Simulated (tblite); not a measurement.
Relaxed scan, with input and output: C3H8FGeP

The run: relaxed scan of C3H8FGeP. Method and program: GFN2-xTB relaxed scan under a harmonic restraint, gas phase (tblite 0.8.0).

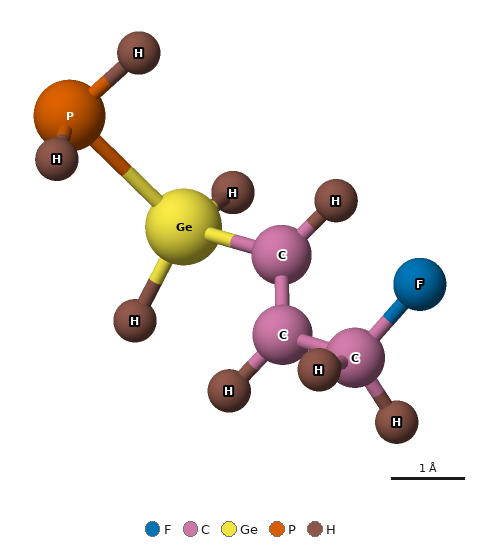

*The structure as given in the input (ball-and-stick view, seen at a tilt). Sticks mark near contacts.*

Bond lengths as drawn: C–C 1.32 to 1.50 Å, C–F 1.37 Å, C–Ge 1.95 Å, C–H 1.08 to 1.10 Å, Ge–H 1.51 Å, Ge–P 2.30 Å and H–P 1.39 Å.

Key numbers

```tsv
quantity	value
outcome	converged
hardware	1 CPU thread, shared host
wall time	1.4 s
peak memory	0.19 GiB
```

Input file
```
{"job": {"xc": "GFN2-xTB", "basis": "xTB", "coordinate": [["t", [13, 4, 12, 5], 0.3333333333333333], ["t", [4, 12, 13, 5], 0.3333333333333333], ["t", [12, 13, 4, 5], 0.3333333333333333]], "kind": "drive"}, "charge": 0, "multiplicity": 1}
F      2.529400     1.404070    -0.737501
C      2.387733     0.710528     0.437062
C      1.114471    -0.073557     0.480933
C      0.230024    -0.145436    -0.501204
Ge    -1.440899    -1.151691    -0.378819
P     -3.319494     0.142156    -0.069418
H      2.419680     1.449921     1.247851
H      3.257842     0.046837     0.521352
H      0.966312    -0.607362     1.411101
H      0.417236     0.408304    -1.412492
H     -1.603318    -1.981616    -1.628530
H     -1.306509    -2.140298     0.754971
H     -2.946280     1.034640    -1.065458
H     -2.706876     0.903032     0.917985
```

The first line tells a small driver script what to run in tblite; the rest is the geometry in Å.

Command:
```bash
OMP_NUM_THREADS=1 python <driver script> task.json out
```

Output
```
point  coordinate     E/eV
  0    -44.000     -534.20643
  1    -31.500     -533.78479
  2    -17.100     -533.30058
  3     -0.700     -533.01087
  4     17.100     -533.29592
  5     31.600     -533.78474
  6     43.700     -534.19887
  7     53.300     -534.35760
```
